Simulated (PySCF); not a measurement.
C$_{6}$H$_{14}$Si (SMILES C[C@H]1CCCC[SiH2]1)

Input file:

```
{"job": {"kind": "nmr", "xc": "PBE", "basis": "pcSseg-1", "pop": false}, "charge": 0, "multiplicity": 1}
C      2.099259    -0.492705     0.719819
C      1.241781    -0.028500    -0.455472
C      0.171693    -1.063730    -0.821251
C     -0.941347    -1.217908     0.215654
C     -1.828038     0.025420     0.444063
C     -1.439855     1.255515    -0.377143
Si     0.399005     1.657934    -0.138059
H      1.515716    -0.556764     1.634844
H      2.529322    -1.474274     0.520267
H      2.913345     0.208279     0.891206
H      1.907862     0.055169    -1.321316
H     -0.267523    -0.797262    -1.784936
H      0.649527    -2.041164    -0.946281
H     -0.487990    -1.514536     1.162887
H     -1.573150    -2.051178    -0.101805
H     -1.789112     0.299864     1.500567
H     -2.867912    -0.231304     0.224390
H     -1.652810     1.075782    -1.431706
H     -2.074118     2.089452    -0.075645
H      0.647383     2.122465     1.232577
H      0.846964     2.679446    -1.092659
```

Launched as:

```sh
OMP_NUM_THREADS=1 python ens_run.py task.json out
```

Geometry: GFN2-xTB; a saddle point, not a minimum.

Computed with PBE/pcSseg-1, SCF density, gas phase, non-relativistic (PySCF 2.14.0).

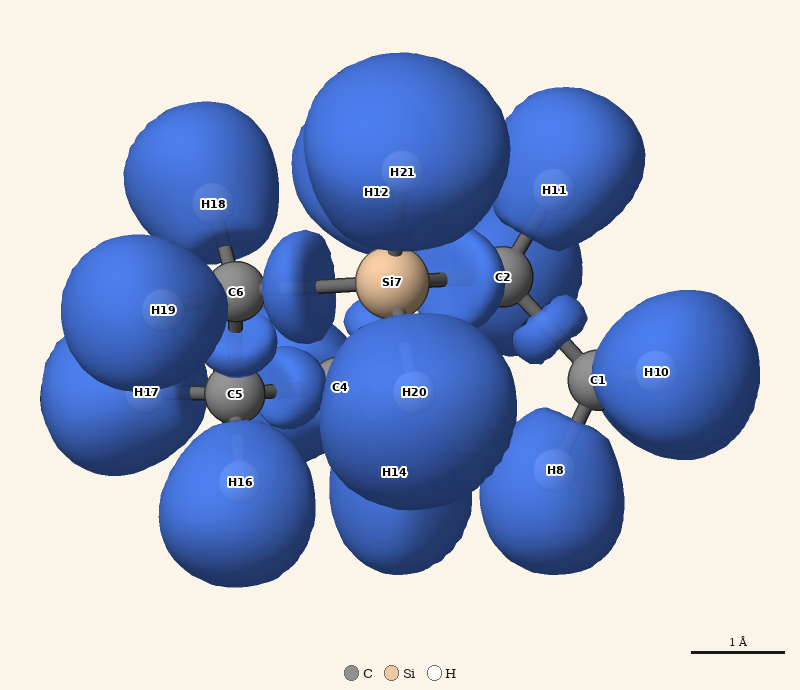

Figure 1. Isosurface of the ELF at 0.8 (blue), seen from one side. Core shells and regions of very low density are left out.

Q: Describe the localisation domains.

A: The ELF exceeds this value in five regions between bonded C–C atoms (shared pairs), two regions between bonded C–Si atoms (shared pairs) and 14 regions around hydrogen nuclei. Along the contacts the grid gives the following. C–C (1.53 Å): the ELF peaks at about 0.95 between the atoms (a shared electron pair). C–Si (1.90 Å): the ELF peaks at about 0.95 between the atoms, as expected for localised, covalent bonding.

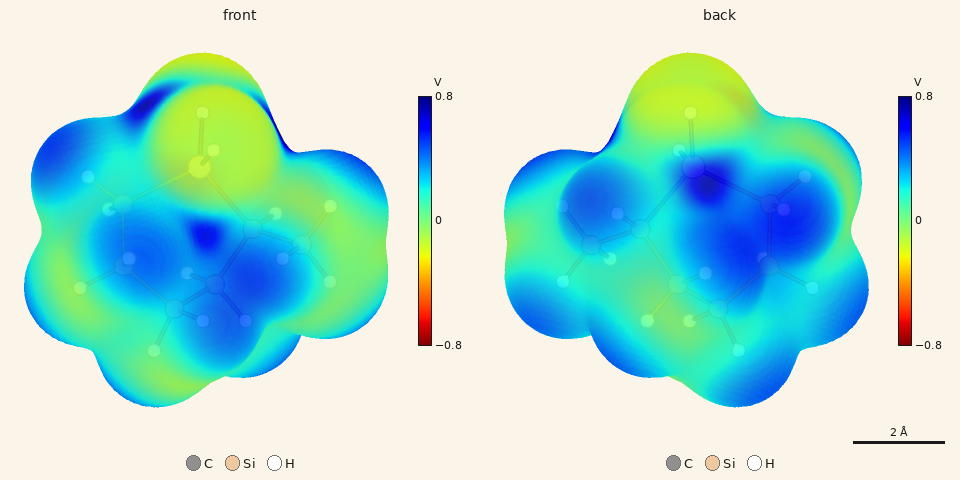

Figure 2. The molecular electrostatic potential painted on the density surface at 0.002 e/bohr³, seen from the front and from behind; the colour scale runs from red (negative) to blue (positive).

Q: Which sites attract a positive test charge, and which a negative one?

A: A positive charge is drawn to the negative regions and a negative charge to the positive ones. The most negative region (about −0.2 V) lies over H20 and H21, the most positive (about +0.7 V) over Si7.

Q: How polar is the molecule by this calculation?

A: Its dipole moment is 0.61 D.
